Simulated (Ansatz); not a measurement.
# CH5Al (AlH2Me): levels of theory compared

We compute a comparison of 6 runs (UPBE0/STO-3G, r2SCAN/STO-3G, r2SCAN0/STO-3G, wB97M-V/STO-3G, CCSD/STO-3G, CCSD(T)/STO-3G) of CH5Al (AlH2Me). 

The calculation is run with Ansatz 0.2.0.

56 further runs of the same task are left out: 2 that didn't finish, 54 set aside as unsound or not needed.

## Step 1: The molecule

The species is CH5Al (7 atoms), meant as a singlet with charge 0. As SMILES, `[H][Al]([H])[CH3]`. The H3–Al1 distance was set to 2.327 Å, away from the relaxed value. At this shape a bond of the SMILES string is far longer than usual.

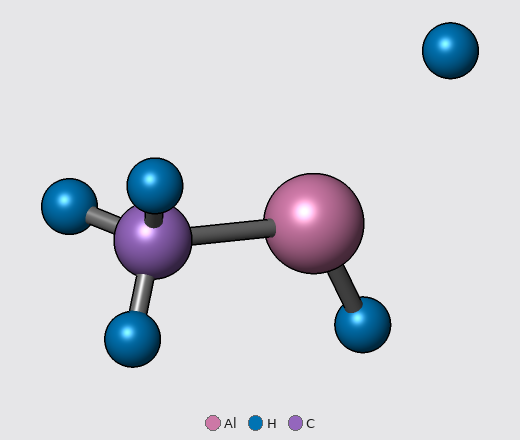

The structure, seen from a chosen angle (aluminium pink, hydrogen blue, carbon purple).

## Step 2: The energy at UPBE0/STO-3G (run 1)

molecule.yaml

```yaml
crystal:
  periodic: [false, false, false]
  atoms:
    - {symbol: Al, position_ang: [0.876882, 0.231201, 0.012149]}
    - {symbol: H, position_ang: [2.424252, 0.335951, 0.054459]}
    - {symbol: H, position_ang: [-0.157080, 2.315610, -0.032820]}
    - {symbol: C, position_ang: [-0.112158, -1.489319, 0.012239]}
    - {symbol: H, position_ang: [-0.233968, -1.918619, -0.990111]}
    - {symbol: H, position_ang: [-1.124598, -1.385069, 0.423819]}
    - {symbol: H, position_ang: [0.394532, -2.258419, 0.610189]}
basis:
  gaussian: {orbitals: STO-3G}
accuracy: high
hamiltonian: {xc: {name: PBE0}}
magnetization: {spin_polarized: true}
```

Started as:

```console
$ ansatz run molecule.yaml --threads 1 --pin off --max-ram 2610MiB --events-out events.jsonl --progress --plain --runs-dir runs
```

Output:

```text
Warning: RAYON_NUM_THREADS=1 ignored (pool sized by the plan → 1); use --threads N
Functional definition: PBE0
  name "PBE0"
  parameter a = 0.25
  parameter kappa = 0.804
  parameter beta = 0.06672455060314922
  exchange = (1 - a)*pbe_x(kappa = kappa, mu = beta*pi^2/3) + a*exact_x
  correlation = pbe_c(beta = beta)
334 factors; integrals over basis functions are off by at most 1.5e-8 eV
mean field evaluation 1: about -7612.1143 eV, gradient 1.6e1 eV
mean field evaluation 2: about -7609.3737 eV, gradient 2.0e1 eV
mean field evaluation 4: about -7615.0765 eV, gradient 5.9e-1 eV
mean field evaluation 8: about -7615.0120 eV, gradient 2.8e-3 eV
mean field evaluation 16: about -7613.8377 eV, gradient 4.6e0 eV
mean field -7615.01198868 eV, -279.8465289436 hartree, gradient 9.9e-8 eV, S^2 0.000000; 1 other end points of the search recorded, 0 dependent functions left out
reference -7615.01199034 eV, -279.8465290047 hartree; 12, 12 occupied and 7, 7 virtual orbitals, 334 factors
Total energy: -7615.01199034 eV, -279.8465290047 hartree
```

It took 1.9 s on 1 thread of Arm Neoverse V2, shared host; peak memory 0.14 GiB.

## Step 3: The energy at r2SCAN/STO-3G (run 2)

input.yaml

```yaml
crystal:
  periodic: [false, false, false]
  atoms:
    - symbol: Al
      position_ang: [0.876882, 0.231201, 0.012149]
    - symbol: H
      position_ang: [2.424252, 0.335951, 0.054459]
    - symbol: H
      position_ang: [-0.157080, 2.315610, -0.032820]
    - symbol: C
      position_ang: [-0.112158, -1.489319, 0.012239]
    - symbol: H
      position_ang: [-0.233968, -1.918619, -0.990111]
    - symbol: H
      position_ang: [-1.124598, -1.385069, 0.423819]
    - symbol: H
      position_ang: [0.394532, -2.258419, 0.610189]
basis:
  gaussian:
    orbitals: STO-3G
accuracy: high
hamiltonian:
  xc: r2scan
```

Started as:

```console
$ ansatz run input.yaml --threads 1 --pin off --max-ram 2610MiB --events-out events.jsonl --progress --plain --runs-dir runs
```

Output:

```text
Warning: RAYON_NUM_THREADS=1 ignored (pool sized by the plan → 1); use --threads N
Functional definition: r2SCAN
  name "r2SCAN"
  parameter k0 = 0.174
  parameter k1 = 0.065
  parameter a1 = 4.9479
  exchange = r2scan_x(k0 = k0, k1 = k1, a1 = a1)
  correlation = r2scan_c
334 factors; integrals over basis functions are off by at most 1.5e-8 eV
mean field evaluation 1: about -7614.5162 eV, gradient 2.7e1 eV
mean field evaluation 2: about -7608.3346 eV, gradient 3.4e1 eV
mean field evaluation 4: about -7618.1943 eV, gradient 1.6e0 eV
mean field evaluation 8: about -7618.1180 eV, gradient 2.1e-2 eV
mean field evaluation 16: about -7618.1180 eV, gradient 7.9e-8 eV
mean field -7618.11796553 eV, -279.9606714875 hartree, gradient 1.2e-8 eV, S^2 0.000000; 0 other end points of the search recorded, 0 dependent functions left out
reference -7618.11796602 eV, -279.9606715054 hartree; 12, 12 occupied and 7, 7 virtual orbitals, 334 factors
Total energy: -7618.11796602 eV, -279.9606715054 hartree
```

Run time: 2.5 s. Hardware: 1 thread of Arm Neoverse V2, shared host; peak memory 0.14 GiB.

Runs 3 to 5 aren't shown in full; the table further down has their settings and results.

## Step 4: The energy at CCSD(T)/STO-3G (run 6)

Edit input.yaml of step 3 so:

```diff
@@ -18,6 +18,5 @@
 basis:
-  gaussian:
-    orbitals: STO-3G
+  gaussian: {orbitals: STO-3G}
+correlation: {method: ccsd_t, frozen_orbitals: {Al: 5, C: 1, H: 0}}
+scf: {omitted_lower_state_checks: [cluster_reference, increment]}
 accuracy: high
-hamiltonian:
-  xc: r2scan
```

Started as:

```console
$ ansatz run input.yaml --threads 1 --pin off --max-ram 2610MiB --events-out events.jsonl --progress --plain --runs-dir runs
```

Output (excerpt; [...] marks lines left out):

```text
Warning: RAYON_NUM_THREADS=1 ignored (pool sized by the plan → 1); use --threads N
Functional definition: HF
  name "HF"
[...]
334 factors; integrals over basis functions are off by at most 1.5e-8 eV
[...]
mean field -7596.61747972 eV, -279.1705432073 hartree, gradient 7.0e-9 eV, S^2 0.000000; 0 other end points of the search recorded, 0 dependent functions left out; unrestricted orbitals would lower it
6 core orbitals not correlated: weight in the atoms' cores, before any rotation towards them, 1.000 or more for the frozen orbitals, at most 0.000 for the correlated occupied ones
reference -7596.61747972 eV, -279.1705432073 hartree; 6, 6 occupied and 7, 7 virtual orbitals, 334 factors
second order -2.84341571 eV of doubles, -0.00000000 eV of singles
cycle   1  -3.61540016 eV  change   -7.7e-1 eV  update   1.0e-1
[...]
cycle  22  -4.14601061 eV  change   2.6e-11 eV  update  3.1e-10
perturbative correction -0.05141382 eV, -0.0018894229 hartree
Total energy: -7600.81490414 eV, -279.3247957098 hartree
Checks for a lower state left out: cluster_reference, increment
```

Wall time 0.12 s (1 thread of Arm Neoverse V2, shared host).

## Step 5: All runs side by side

```tsv
run	level	frozen core orbitals	energy (Eh)	wall time
1	UPBE0/STO-3G	–	-279.846529	1.9 s
2	r2SCAN/STO-3G	–	-279.960672	2.5 s
3	r2SCAN0/STO-3G	–	-279.954886	2.2 s
4	wB97M-V/STO-3G	–	-280.006392	18 s
5	CCSD/STO-3G	6	-279.322906	0.12 s
6	CCSD(T)/STO-3G	6	-279.324796	0.12 s
```

## Step 6: Results

```
                                          quantity          value
                               run 6: total energy  -279.32480 Eh
run 6: correlation energy (6 core orbitals frozen)     -154.3 mEh
                             run 6: (T) correction      -1.89 mEh
                              run 6: T1 diagnostic          0.020
```

Totals of different functionals can't be ranked against each other. In runs 5, 6 the log says that unrestricted orbitals would lower the reference, so the values rest on an unstable closed-shell determinant (other closed-shell runs at this shape may share the fault). In runs 1, 2, 3, 4, 5, 6 the basis is minimal, so the values are rough. All runs together took 25 s, the longest 18 s.
